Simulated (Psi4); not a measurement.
# HO (SMILES [OH]): UTPSS/def2-TZVPP (sweep point 4)

We compute a structure relaxation of HO. 

Program for the calculation: Psi4 1.11.

## (1) The molecule

The species is HO (2 atoms), typed as a doublet with charge 0. As SMILES, `[OH]`. The coordinates come from a GFN2-xTB relaxation. The run starts from this shape.

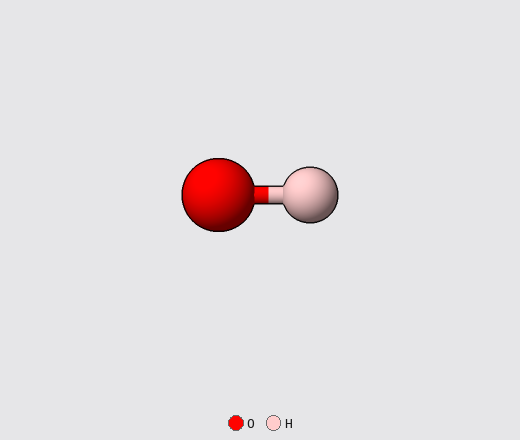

The structure, seen from a chosen angle (oxygen red, hydrogen pink).

## (2) A geometry optimisation at UTPSS/def2-TZVPP (sweep point 4)

Input file input.dat:

```
memory 1600 MB

molecule mol {
  0 2
  O      0.411770    -0.131830     0.212430
  H     -0.411770     0.131830    -0.212430
  symmetry c1
}

set globals {
  basis def2-TZVPP
  reference uks
  puream true
  scf_type pk
  dft_radial_points 99
  dft_spherical_points 590
  g_convergence gau_tight
  geom_maxiter 50
  maxiter 150
}

result = optimize('tpss')
print_variables()
```

The run is started by

```
$ psi4 input.dat output.dat -n 1
```

output.dat:

```text
Psi4 1.11 release

gradient() will perform analytic gradient computation.

   => Loading Basis Set <=

    Name: DEF2-TZVPP
    Role: ORBITAL
    Keyword: BASIS

         ---------------------------------------------------------
                                   SCF
                              UKS Reference
                        1 Threads,   1525 MiB Core
         ---------------------------------------------------------

  ==> Geometry <==

    Molecular point group: c1
    Full point group: C_inf_v

    Geometry (in Angstrom), charge = 0, multiplicity = 2:

       Center              X                  Y                   Z               Mass
    ------------   -----------------  -----------------  -----------------  -----------------
         O           -0.000000000000    -0.000000000000     0.057107947360    15.994914619570
         H            0.000000000000     0.000000000000    -0.906344566675     1.007825032230

  Running in c1 symmetry.

  Rotational constants: A = ************  B =     19.15524  C =     19.15524 [cm^-1]
  Rotational constants: A = ************  B = 574259.79068  C = 574259.79068 [MHz]
  Nuclear repulsion =    4.394007617076014

  Charge       = 0
  Multiplicity = 2
  Electrons    = 9
  Nalpha       = 5
  Nbeta        = 4

  ==> Algorithm <==

[... 114 lines left out ...]
   @UKS iter SAD:   -75.42074964123182   -7.54207e+01   0.00000e+00
[... 19 lines left out ...]
   @Spin Contamination Metric:   2.354601136E-03
[... 51 lines left out ...]
    VV10 Nonlocal Energy =                  0.0000000000000000
[... 240 lines left out ...]
   @UKS iter   0:   -75.76620779773914   -7.57662e+01   8.32892e-04
[... 19 lines left out ...]
   @S   Expected:                5.000000000E-01
[... 44 lines left out ...]
 Dipole Y            :          0.0000000            0.0000000            0.0000000
[... 167 lines left out ...]
   @UKS iter   3:   -75.77384758848248   -3.77321e-08   8.74689e-07 DIIS
[... 29 lines left out ...]
    Nuclear Repulsion Energy =              4.3107979283783768
[... 107 lines left out ...]
	Measures of convergence in internal coordinates in au.
[... 86 lines left out ...]
   @S^2 Expected:                7.500000000E-01
[... 51 lines left out ...]
    Total Energy =                        -75.7738475982821456
[... 147 lines left out ...]
  "SCF TOTAL ENERGY"            =>     -75.773847598282
[... 5 lines left out ...]
  Array Variable Map:
  ----------------------------------------------------------------------------
  "CURRENT DIPOLE"              =>       0.000000000000 ... -0.654897385167 1 by 3
  "CURRENT GRADIENT"            =>      -0.000000000000 ... 0.000005716701 2 by 3
  "DFT TOTAL GRADIENT"          =>      -0.000000000000 ... 0.000005716701 2 by 3
  "SCF DIPOLE"                  =>       0.000000000000 ... -0.654897385167 1 by 3
  "SCF TOTAL ENERGIES"          =>     -75.773803294681 ... -75.773847598282 1 by 6
  "SCF TOTAL GRADIENT"          =>      -0.000000000000 ... 0.000005716701 2 by 3

    Psi4 run time: 0:00:25.27

[set-up sections that repeat, and orbital energies of the middle runs, are left out above]
```

On the terminal:

```text
Optimizer: Optimization complete!
```

Wall time 27 s (1 thread of Intel Xeon Platinum 8488C (Sapphire Rapids), shared host); peak memory 0.62 GiB.

Step by step:

```
step  energy from the first frame kept (eV)  largest force (eV/Å)
   0                                 0.0000                0.9060
   1                                -0.0082                0.0770
   2                                -0.0083                0.0048
   3                                -0.0083                0.0003
```

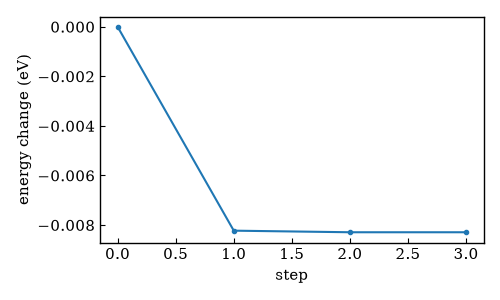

Energy along the run.

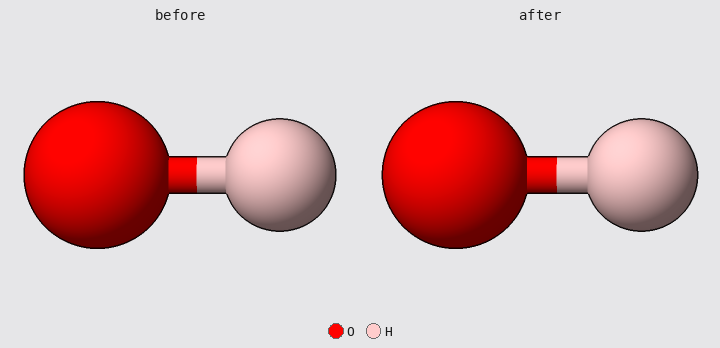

Before and after, at one scale.

After the run. Bond lengths: O1–H2 0.982 Å.

## (3) Summary of results

At UTPSS/def2-TZVPP (sweep point 4):

```
                          quantity         value
           total energy at the end  -75.77385 Eh
                     dipole moment        1.66 D
HOMO energy (highest over α and β)      -7.34 eV
 LUMO energy (lowest over α and β)      -5.77 eV
                       bond length       0.982 Å
                              ⟨S²⟩         0.752
```

**Reading.** At the final geometry: Bond lengths: O1–H2 0.982 Å. The optimisation took 4 steps and changed the energy by -0.008 eV.
